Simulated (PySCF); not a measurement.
C5H14NPSi2

```yaml
atoms:
  - { symbol: C, position_ang: [3.3058, 1.5938, 0.5769] }
  - { symbol: C, position_ang: [2.2420, 0.9892, 0.0571] }
  - { symbol: C, position_ang: [2.0656, -0.4455, 0.0802] }
  - { symbol: C, position_ang: [1.0522, -1.1396, -0.4410] }
  - { symbol: C, position_ang: [-0.1632, -0.6044, -1.1287] }
  - { symbol: N, position_ang: [-1.3440, -0.7355, -0.2828] }
  - { symbol: Si, position_ang: [-2.0460, -2.3178, -0.1226] }
  - { symbol: Si, position_ang: [-1.6500, 0.5406, 0.8482] }
  - { symbol: P, position_ang: [-1.2207, 2.4700, -0.2080] }
  - { symbol: H, position_ang: [4.1065, 1.0371, 1.0374] }
  - { symbol: H, position_ang: [3.4174, 2.6639, 0.5571] }
  - { symbol: H, position_ang: [1.4593, 1.5840, -0.3939] }
  - { symbol: H, position_ang: [2.8614, -0.9920, 0.5742] }
  - { symbol: H, position_ang: [1.0414, -2.2169, -0.3275] }
  - { symbol: H, position_ang: [-0.3320, -1.1724, -2.0503] }
  - { symbol: H, position_ang: [-0.0402, 0.4482, -1.4000] }
  - { symbol: H, position_ang: [-1.3868, -3.1103, 0.9219] }
  - { symbol: H, position_ang: [-1.8784, -2.9604, -1.4268] }
  - { symbol: H, position_ang: [-3.4507, -2.1157, 0.2124] }
  - { symbol: H, position_ang: [-0.7730, 0.4989, 2.0279] }
  - { symbol: H, position_ang: [-3.0452, 0.3786, 1.2588] }
  - { symbol: H, position_ang: [-1.9189, 3.2393, 0.7014] }
  - { symbol: H, position_ang: [-2.3072, 2.3940, -1.0619] }
```

Geometry: GFN2-xTB.

Theory: PySCF, PBE0/pcSseg-1, SCF density, gas phase, non-relativistic.

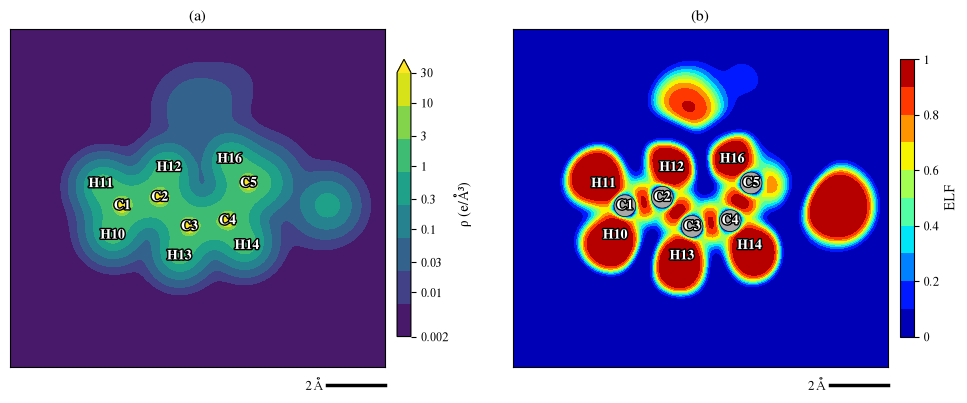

Figure 1. (a) total electron density; (b) electron localisation function on the plane of atoms C2, C3 and H13. Grey discs cover the atomic cores in the ELF map.

Q: Interpret the plot.

A: The plane passes through C and H nuclei.
C–C (1.33 Å): ρ is about 2.3 e/Å³ halfway; the ELF peaks at about 0.95 between the atoms: a short, multiple covalent bond.
C–H (1.08 Å): ρ at the midpoint is about 2 e/Å³; the ELF climbs to about 1 towards the hydrogen, as it does in any bond to H: a covalent bond by its length.
C–C (1.45 Å): ρ at the midpoint is about 1.9 e/Å³; the ELF peaks at about 0.95 between the atoms, as expected for localised, covalent bonding.
C–C (1.50 Å): ρ at the midpoint is about 1.8 e/Å³; the ELF peaks at about 0.95 between the atoms (localised, covalent bonding).

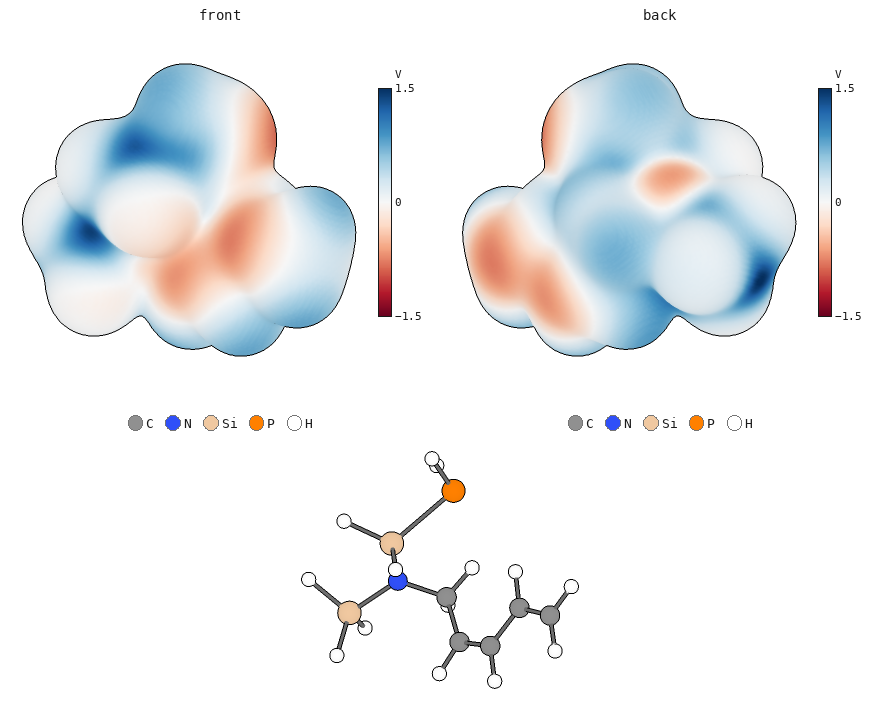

Figure 2. The electrostatic potential painted on the density surface at 0.002 e/bohr³, seen from the front and from behind; red is negative and blue positive. The bare structure is drawn below in the same view.

Q: Where is the surface potential most negative and most positive?

A: The most negative region (about −0.8 V) lies over C1, C2 and P9, the most positive (about +1.4 V) over Si7 and Si8.

Q: What dipole moment does the calculation give?

A: Its dipole moment is 0.57 D.
